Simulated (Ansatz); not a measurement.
Formation energies in the F–Y system, lowest calculated structure of each composition. Method: PBEsol (plane waves to 420 eV, PAW, scalar-relativistic; Ansatz, an electronic-structure program). Element references, the lowest calculated here: F (R-3m, a generated molecular cell), Y (R-3m, not the ambient form); gases are represented by their molecular solids.

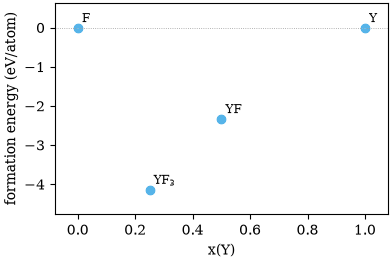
Fig. 1. Formation energy against composition

Which compounds are stable against decomposition?

For YF a lower structure may exist, so the energies are upper bounds and are not judged. On the hull: YF3.

```csv
phase,x(Y),space group,E_f (eV/atom),above hull (eV/atom)
F,0.000,R-3m,0.00,0.00
YF3,0.250,Pnma,-4.15,0.00
YF,0.500,F-43m,-2.33,0.44
Y,1.000,R-3m,0.00,0.00
```

Hull of the energies calculated here, no anion corrections, zero temperature, no zero-point energy; an uncalculated phase could lie lower. Values are rounded to 0.01 eV/atom. Not shown to be the ambient phase of their composition (a lower form may be missing, and a cell relaxed within its start's symmetry can be a saddle point): YF (F-43m). The compounds carry no spin polarisation. No Hubbard U is applied.
